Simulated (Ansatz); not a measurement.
CH3AlBr (charge −1)

```xyz
6

C    -0.4111    1.4321    0.0809
Al    0.1399   -0.3065    0.0659
Br    0.6679   -1.4791   -1.9498
H    -0.6484    1.9505    1.0215
H    -0.5431    2.0677   -0.8045
H     0.3740   -1.3439    1.2716
```

Geometry: PBE0-D3(BJ)/def2-SVPD.

Theory: isolated molecule in a Gaussian basis; Kohn-Sham density functional theory, functional PBE0 in Ansatz.

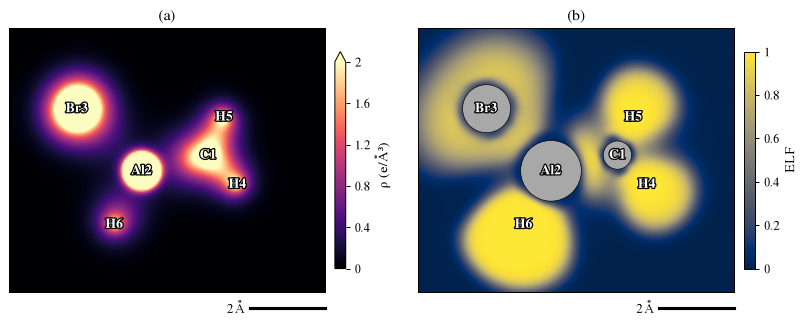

Figure 1. (a) total electron density; (b) electron localisation function on the molecular plane. Grey discs cover the atomic cores in the ELF map.

What does the map show?

Answer. The section cuts through C, Al, Br and H sites.
C–Al (1.82 Å): the density is about 0.81 e/Å³ at the midpoint; the ELF peaks at about 0.90 in the valence shell of C, 0.6 Å from its nucleus, and is about 0.70 at the midpoint.
Al–Br (2.39 Å): the density is about 0.51 e/Å³ at the midpoint; the ELF peaks at about 0.85 in the valence shell of Br, 1.1 Å from its nucleus, and is about 0.85 at the midpoint.
C–H (1.10 Å): ρ is about 1.9 e/Å³ halfway; the ELF climbs to about 1 towards the hydrogen, as it does in any bond to H; an ordinary covalent bond to hydrogen.
Al–H (1.61 Å): ρ at the midpoint is about 0.51 e/Å³; the ELF climbs to about 1 towards the hydrogen.
The ELF also peaks beside Br3, away from the bonds: lone-pair regions.

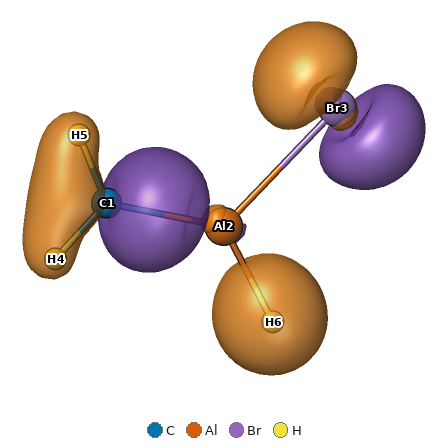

Figure 2. The HOMO−1 at ±0.15 Å⁻³ᐟ² (orange and purple are the two phases), seen at a tilt.

What is the character of this orbital?

Answer. Its weight (Hirshfeld) is mainly on Br3 (about 30 %), C1 (about 25 %), Al2 (about 20 %) and H6 (about 15 %); it is symmetric in the molecular plane (an in-plane orbital: σ, lone-pair or in-plane π type). Its energy is −3.18 eV.

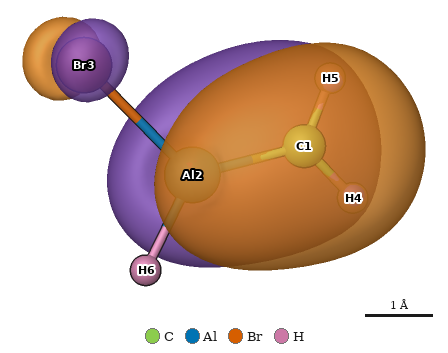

Figure 3. The HOMO at ±0.06 Å⁻³ᐟ² (orange and purple are the two phases), seen at an oblique angle.

What is the character of this orbital?

Answer. Its weight (Hirshfeld) is mainly on C1 (about 55 %) and Al2 (about 30 %); it changes sign across the molecular plane (π type); π-bonding across C1–Al2. Its energy is −0.29 eV.
